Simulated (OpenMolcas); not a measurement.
**Co²⁺ in KZnF3: CASSCF and CASPT2 levels and susceptibility**

Which state of Co²⁺ lies lowest among these ligands, how large is the field, and what χT follows?

Method: state-averaged CASSCF and CASPT2, spin-orbit coupling by RASSI with atomic mean-field integrals. Code: OpenMolcas 26.06.

### Step 1. The atom as given

* Species: Co²⁺ (cobalt, Z = 27, 25 electrons)
* Basis: ANO-RCC-VDZP [5s4p2d1f], 142 functions with the ligands
* Scalar Hamiltonian: DKH2, point nucleus
* Inactive shells: 1s 2s 2p 3s 3p of the metal, and all ligand shells
* Active space: 7 electrons in 5 orbitals (3d)
* Some configurations of this space: 3d7
* Orbitals: optimised for each spin and parity, averaged over all roots

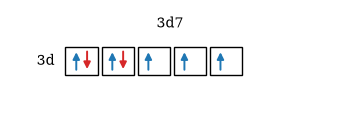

Outer shells as boxes.

Co²⁺ is taken with its 6 nearest fluoride ions at 2.18 Å, on the cation site of KZnF3 (a = 4.054 Å). The rest of the host is ab initio model potentials to 7.6 Å, with orthogonalisation functions on the cations behind the ligands, and point charges beyond; the distance is set by hand, nothing relaxes, and no local charge compensation is placed. Ligand basis ANO-RCC-VDZP.

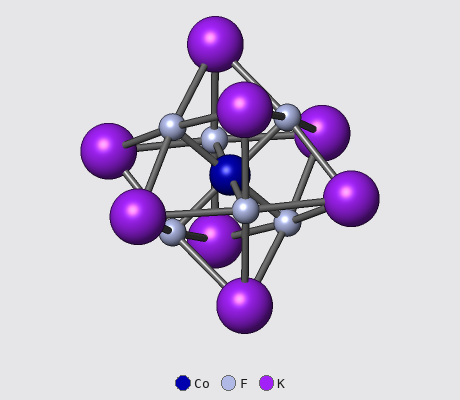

The cluster and the nearest host cations, which are model potentials (cobalt blue, fluorine light blue, potassium purple); what lies farther out is not drawn.

```xyz
15

Co    0.0000    0.0000    0.0000
F     2.1800    0.0000    0.0000
F     0.0000    2.1800    0.0000
F    -2.1800    0.0000    0.0000
F     0.0000   -2.1800    0.0000
F     0.0000    0.0000    2.1800
F     0.0000    0.0000   -2.1800
K     2.0270   -2.0270   -2.0270
K    -2.0270    2.0270    2.0270
K     2.0270   -2.0270    2.0270
K    -2.0270    2.0270   -2.0270
K     2.0270    2.0270   -2.0270
K    -2.0270   -2.0270    2.0270
K     2.0270    2.0270    2.0270
K    -2.0270   -2.0270   -2.0270
```

Each step is its own input file, run in one work folder so that later steps find the files of earlier ones. Labels, J, g values, rates, χT and fits are worked out afterwards by a script from the matrices that RASSI stores.

### Step 2. Basis and integrals

a.inp reads:

```
&GATEWAY
Basis set
Co.ANO-RCC-VDZP.
Co1 0.0 0.0 0.0 Angstrom
End of basis
Basis set
F.ANO-RCC-VDZP.
L1 2.180000 0.000000 0.000000 Angstrom
L2 0.000000 2.180000 0.000000 Angstrom
L3 0.000000 0.000000 2.180000 Angstrom
End of basis
Basis set
Zn.EMB-AIMP.Lopez-Moraza.11s8p.1s1p.ECP.KZnF3.
PseudoCharge
* 3 symmetry-unique lattice sites within 7.6 angstrom
End of basis
Basis set
K.EMB-AIMP.Lopez-Moraza.0s.0s.ECP.KZnF3.
PseudoCharge
* 16 symmetry-unique lattice sites within 7.6 angstrom
End of basis
Basis set
Zn.EMB-AIMP.Lopez-Moraza.0s.0s.ECP.KZnF3.
PseudoCharge
* 10 symmetry-unique lattice sites within 7.6 angstrom
End of basis
Basis set
F.EMB-AIMP.Lopez-Moraza.0s.0s.ECP.KZnF3.
PseudoCharge
* 39 symmetry-unique lattice sites within 7.6 angstrom
End of basis
Symmetry
XYZ
AngMom=0.0 0.0 0.0
AMFI
RICD
XField
1521 Angstrom 0
* Evjen-weighted lattice charges
&SEWARD
```

On the command line:

```sh
$ OMP_NUM_THREADS=1 MOLCAS_MEM=2457 MOLCAS_PROJECT=a pymolcas a.inp > a.log
```

### Step 3. CASSCF: quartets, 10 roots

a.inp reads:

```
&RASSCF
FileOrb=start.orb
Symmetry=1
Spin=4
nActEl=7 0 0
Inactive=18 21
Ras2=5 0
CIRoot=10 10 1
SDav=10
CIMx=300
Iter=150 100
PrWF=0.3
OrbListing=Nothing
MaxOrb=0
LevShft=1.0
>>> COPY $Project.JobIph JOB001
```

start.orb holds start orbitals that the driver prepared beforehand, or those of the step before.

### Step 4. CASSCF: doublets, 40 roots

a.inp reads:

```
&RASSCF
FileOrb=start.orb
Symmetry=1
Spin=2
nActEl=7 0 0
Inactive=18 21
Ras2=5 0
CIRoot=40 40 1
SDav=40
CIMx=300
Iter=150 100
PrWF=0.3
OrbListing=Nothing
MaxOrb=0
LevShft=1.0
>>> COPY $Project.JobIph JOB002
```

### Step 5. RASSI: spin-orbit coupling between the states

a.inp reads:

```
&RASSI
NrOfJobIphs=2 10 40
1 2 3 4 5 6 7 8 9 10
1 2 3 4 5 6 7 8 9 10 11 12 13 14 15 16 17 18 19 20 21 22 23 24 25 26 27
28 29 30 31 32 33 34 35 36 37 38 39 40
IphNames
JOB001
JOB002
EJob
SpinOrbit
DIPRint=1.0
SOCoupling=1000.0
Subsets=2
Property=9
'ANGMOM' 1 'ANGMOM' 2 'ANGMOM' 3 'MLTPL  1' 1 'MLTPL  1' 2 'MLTPL  1' 3
'AMFI' 1 'AMFI' 2 'AMFI' 3
SOProperty=3
'ANGMOM' 1 'ANGMOM' 2 'ANGMOM' 3
```

### Step 6. CASPT2: IPEA 0.25, imaginary shift 0.1 (closed shells correlated: 3s 3p of the metal, with ligand shells; the Frozen line counts the rest)

a.inp reads:

```
>>> COPY JOB001 $Project.JobIph
&CASPT2
Multistate=10 1 2 3 4 5 6 7 8 9 10
NoMult
Frozen=5 6
IPEA=0.25
Imaginary=0.1
MaxIter=60
WThr=0.0 0.3 0.05
PrWF=0.5
NoMix
>>> COPY JOB002 $Project.JobIph
&CASPT2
Multistate=40 1 2 3 4 5 6 7 8 9 10 11 12 13 14 15 16 17 18 19 20 21 22
23 24 25 26 27 28 29 30 31 32 33 34 35 36 37 38 39 40
NoMult
Frozen=5 6
IPEA=0.25
Imaginary=0.1
MaxIter=60
WThr=0.0 0.3 0.05
PrWF=0.5
NoMix
```

(Steps that only read results are left out.)

Q: Predict the outcome of this session. Wanted: spin-free ground state; first state of the same spin within the active space; lowest level; next level.

**Answer**, as computed:

| quantity | value |
| --- | --- |
| method | SS-CASPT2, IPEA 0.25, imaginary shift 0.1 (closed shells correlated: 3s 3p of the metal, with ligand shells; the Frozen line counts the rest) |
| spin-free ground state | 4T1, 3-fold in its orbital part |
| first state of the same spin within the active space | 4T2 at 5600 cm⁻¹ |
| lowest level | 2-fold Γ6, g = 4.50, 4.50, 4.50 |
| next level | 363.3 cm⁻¹ |
| χT at 300 K | 3.67 cm³ K/mol |
| effective moment at 300 K | 5.42 μB |

Cost by method:

| method | time of its own steps | time with the reference |
| --- | --- | --- |
| A. CASSCF | 24 s | 24 s |
| B. SS-CASPT2, IPEA 0.25, imaginary shift 0.1, +3s 3p | 2.9 min | 3.3 min |

Times are of one thread on a shared host.

The spin-free ground state (4T1) comes to 99 % from free-ion F terms and keeps the highest spin of the shell. χT at 300 K is 3.67, against 1.88 cm³ K/mol for the spin alone, so orbital moment adds to it. An active space of the d shell alone favours high spin; real ions in strong fields can be low spin. A ligand-field fit to the states below 45000 cm-1 gives 10Dq = 6276 cm-1, B = 1015 cm-1 and C = 3964 cm-1 (C/B = 3.91), with a deviation of 588 cm-1. CASPT2 does not keep the components of a term degenerate, and the means are used. With metal d orbitals alone active, the gaps between spin states are rough; where two lie within a few thousand cm-1, their order is open. With one d shell, CASPT2 may overshoot the field of a late 3d ion.
